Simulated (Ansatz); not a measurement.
# B2GP-PLYP-D3(BJ)-ATM/6-31++G(d,p) (density fitting with def2-universal-jkfit, Cartesian functions, damping of pbe, start density atoms) run of AlBH4O (SMILES B[O][AlH2])

What is the vertical singlet–triplet gap of AlBH4O at B2GP-PLYP-D3(BJ)-ATM/6-31++G** (density fitting with def2-universal-jkfit, Cartesian functions, damping of pbe, start density atoms)? 

Program for the calculation: Ansatz 0.2.0.

7 further runs of the same task are left out: 2 for a known fault of the program, 5 set aside as unsound or not needed. Runs told in other sessions of the task aren't counted.

## Step 1: Starting point

The species is AlBH4O (7 atoms), meant as a singlet with charge 0. As SMILES, `B[O][AlH2]`. The shape comes from GFN2-xTB, which is rough for such elements, and wasn't checked as a minimum.

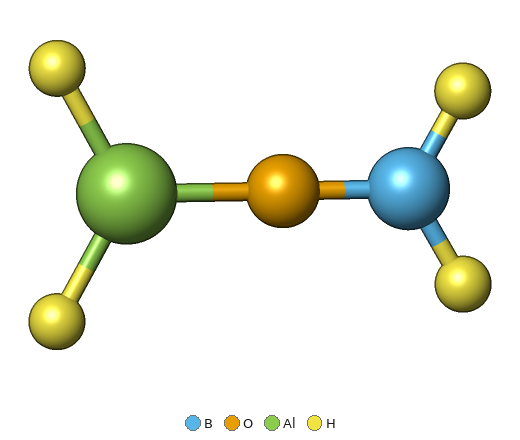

The structure, seen from a chosen angle (boron blue, oxygen amber, aluminium green, hydrogen yellow).

## Step 2: Energy and gradient at B2GP-PLYP-D3(BJ)-ATM/6-31++G(d,p) (density fitting with def2-universal-jkfit, Cartesian functions, damping of pbe, start density atoms)

The input, run.yaml:

```yaml
crystal:
  periodic: [false, false, false]
  atoms:
    - {symbol: B, position_ang: [-1.239790, 0.460500, -0.755050]}
    - {symbol: O, position_ang: [-0.151010, 0.055000, -0.092790]}
    - {symbol: Al, position_ang: [1.203290, -0.447170, 0.732080]}
    - {symbol: H, position_ang: [-1.722060, -0.243360, -1.565440]}
    - {symbol: H, position_ang: [-1.702020, 1.516540, -0.519180]}
    - {symbol: H, position_ang: [1.819640, 0.486770, 1.781480]}
    - {symbol: H, position_ang: [1.791950, -1.828280, 0.418900]}
basis:
  gaussian:
    orbitals: "6-31++G**"
    fitting:
      mean_field: def2-universal-jkfit
hamiltonian:
  xc: {name: B2GP-PLYP}
  dispersion: {method: d3bjatm, functional: pbe}
correlation:
  frozen_orbitals: {Al: 5, B: 1, H: 0, O: 1}
output:
  forces: true
  orbitals: {seedname: orbitals}
```

Started as:

```sh
ansatz run run.yaml --threads 1 --pin off --max-ram 2610MiB --events-out events.jsonl --progress --plain --runs-dir runs
```

Output (excerpt; [...] marks lines left out):

```text
Warning: RAYON_NUM_THREADS=1 ignored (pool sized by the plan → 1); use --threads N
Functional definition: B2GP-PLYP
  name "B2GP-PLYP"
[...]
352 factors; integrals over basis functions are off by at most 3.6e-1 eV
[...]
mean field -9375.20732735 eV, -344.5325145364 hartree, gradient 2.3e-6 eV, S^2 0.000000; 0 other end points of the search recorded, 0 dependent functions left out
7 core orbitals not correlated: weight in the atoms' cores, before any rotation towards them, 1.000 or more for the frozen orbitals, at most 0.000 for the correlated occupied ones
reference -9375.20748637 eV, -344.5325203803 hartree; 8, 8 occupied and 70, 70 virtual orbitals, 352 factors
second order -10.36232880 eV of doubles, -0.00000000 eV of singles
[...]
Total energy: -9379.02390395 eV, -344.6727711394 hartree
Atom 0 at    -1.239790     0.460500    -0.755050 Å, force     0.031012    -0.010408     0.018426 eV/Å
Atom 1 at    -0.151010     0.055000    -0.092790 Å, force    -0.760696     0.278924    -0.466285 eV/Å
Atom 2 at     1.203290    -0.447170     0.732080 Å, force     0.747329    -0.272638     0.461815 eV/Å
Atom 3 at    -1.722060    -0.243360    -1.565440 Å, force    -0.214733    -0.300182    -0.353390 eV/Å
Atom 4 at    -1.702020     1.516540    -0.519180 Å, force    -0.210046     0.459500     0.096430 eV/Å
Atom 5 at     1.819640     0.486770     1.781480 Å, force     0.208411     0.383760     0.391931 eV/Å
Atom 6 at     1.791950    -1.828280     0.418900 Å, force     0.198724    -0.538955    -0.148926 eV/Å
Dipole moment:     0.145735    -0.054019     0.087933 e Å
```

Wall time 5.7 s (1 thread of Arm Neoverse V2, shared host).

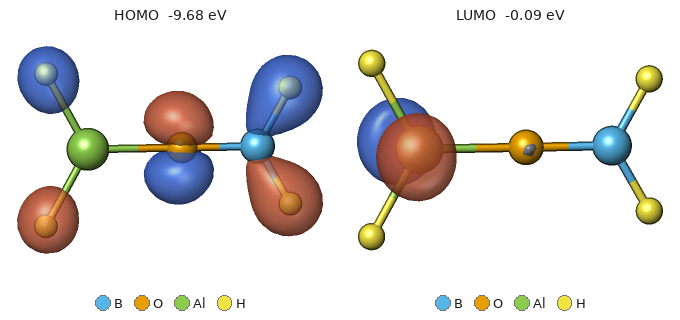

Frontier orbitals of this run, surfaces at ±0.2 Å^-3/2.

## Step 3: The triplet

Edit run.yaml of step 2 so:

```diff
@@ -1 +1,6 @@
+basis:
+  gaussian:
+    orbitals: "6-31++G**"
+    fitting:
+      mean_field: def2-universal-jkfit
 crystal:
@@ -10,7 +15,7 @@
     - {symbol: H, position_ang: [1.791950, -1.828280, 0.418900]}
-basis:
-  gaussian:
-    orbitals: "6-31++G**"
-    fitting:
-      mean_field: def2-universal-jkfit
+correlation:
+  frozen_orbitals: {Al: 5, B: 1, H: 0, O: 1}
+magnetization:
+  spin_polarized: true
+  initial_magnetization: 2
 hamiltonian:
@@ -18,4 +23,2 @@
   dispersion: {method: d3bjatm, functional: pbe}
-correlation:
-  frozen_orbitals: {Al: 5, B: 1, H: 0, O: 1}
 output:
```

Started as:

```sh
ansatz run run.yaml --threads 1 --pin off --max-ram 2610MiB --events-out events.jsonl --progress --plain --runs-dir runs
```

Output (excerpt; [...] marks lines left out):

```text
Warning: RAYON_NUM_THREADS=1 ignored (pool sized by the plan → 1); use --threads N
[... 2 set-up lines as earlier in the session ...]
[...]
352 factors; integrals over basis functions are off by at most 3.6e-1 eV
[...]
mean field -9369.89692602 eV, -344.3373608869 hartree, gradient 2.5e-6 eV, S^2 2.013913; 4 other end points of the search recorded, 0 dependent functions left out
7 core orbitals not correlated: weight in the atoms' cores, before any rotation towards them, 1.000 or more for the frozen orbitals, at most 0.000 for the correlated occupied ones
reference -9369.89707223 eV, -344.3373662603 hartree; 9, 7 occupied and 69, 71 virtual orbitals, 352 factors
second order -10.64369293 eV of doubles, -0.00000000 eV of singles
[...]
Total energy: -9373.81478090 eV, -344.4813393981 hartree
Atom 0 at    -1.239790     0.460500    -0.755050 Å, force     1.343508    -0.505567     0.815591 eV/Å
Atom 1 at    -0.151010     0.055000    -0.092790 Å, force    -1.402390     0.520762    -0.854592 eV/Å
Atom 2 at     1.203290    -0.447170     0.732080 Å, force     1.614058    -0.594336     0.987375 eV/Å
Atom 3 at    -1.722060    -0.243360    -1.565440 Å, force    -0.847511    -0.361683    -0.911018 eV/Å
Atom 4 at    -1.702020     1.516540    -0.519180 Å, force    -0.833109     0.992027    -0.109803 eV/Å
Atom 5 at     1.819640     0.486770     1.781480 Å, force     0.067269     0.482368     0.334977 eV/Å
Atom 6 at     1.791950    -1.828280     0.418900 Å, force     0.058174    -0.533572    -0.262530 eV/Å
Dipole moment:     0.115425    -0.042619     0.069663 e Å
```

Run time: 22 s. Hardware: 1 thread of Arm Neoverse V2, shared host.

## Step 4: Outcome

Level: B2GP-PLYP-D3(BJ)-ATM/6-31++G** (density fitting with def2-universal-jkfit, Cartesian functions, damping of pbe, start density atoms), 7 core orbitals frozen.

| quantity | value |
| --- | --- |
| singlet: total energy | -344.67277 Eh |
| singlet: dipole moment (SCF part) | 0.86 D |
| singlet: HOMO energy (SCF part's orbitals) | -9.68 eV |
| singlet: LUMO energy (SCF part's orbitals) | -0.09 eV |
| singlet: HOMO–LUMO gap (SCF part's orbitals) | 9.59 eV |
| singlet: dispersion energy | -8.30 kJ/mol |
| singlet: largest force on an atom | 0.935 eV/Å |
| triplet: total energy | -344.48134 Eh |
| triplet: dipole moment (SCF part) | 0.68 D |
| triplet: HOMO energy (SCF part's orbitals) (highest over α and β) | -4.35 eV |
| triplet: LUMO energy (SCF part's orbitals) (lowest over α and β) | -3.93 eV |
| triplet: dispersion energy | -8.30 kJ/mol |
| triplet: ⟨S²⟩ | 2.014 |
| triplet: largest force on an atom | 1.983 eV/Å |
| vertical energy of the triplet above the singlet | 5.209 eV |

**Reading.** At this shape the triplet lies 5.21 eV (120 kcal/mol) above the singlet. The largest force (singlet) is 0.93 eV/Å: the shape isn't a stationary point for this species at this level. Mulliken charges (singlet) run from -0.46 on O2 to +0.55 on Al3; in a basis this large or diffuse they mean little. Mulliken charges (triplet) run from -0.27 on O2 to +0.47 on Al3; in a basis this large or diffuse they mean little.
